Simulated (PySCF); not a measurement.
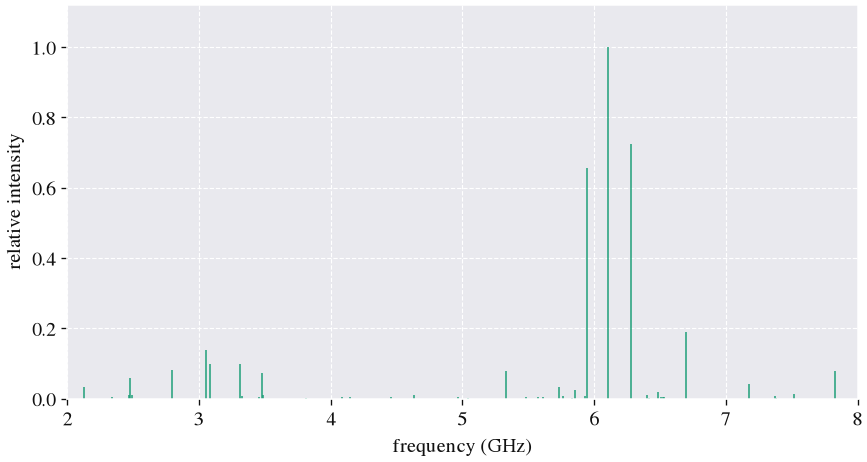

Simulated rotational absorption lines between 2 and 8 GHz at 2 K: rigid rotor with the equilibrium constants and dipole of one optimised conformer (PBE0-D3(BJ)/def2-SVP, PySCF), commonest isotopes; no centrifugal distortion, hyperfine structure, internal rotation or nuclear-spin weights; lines within 1 MHz of each other are summed.

Which molecule gives this spectrum?
A. C₆H₁₁B, SMILES CC=C=CB(C)C
B. C₅H₁₂GeSi, SMILES [SiH3]C[C@@H]1C=C[CH2][GeH2]1, singlet
C. C₃H₁₃GeNSi, SMILES CC(C)[N]([SiH3])[GeH3], singlet
D. C₂H₆O₂SSi, SMILES S[SiH]1OCCO1

Option D. Rotational constants A, B, C = 5.086, 1.612, 1.445 GHz, |μa|, |μb|, |μc| = 2.01, 0.17, 1.09 D.

Caveats: coarse grid, loose stop and no frequency check, small forces are noise and the end may be a saddle.
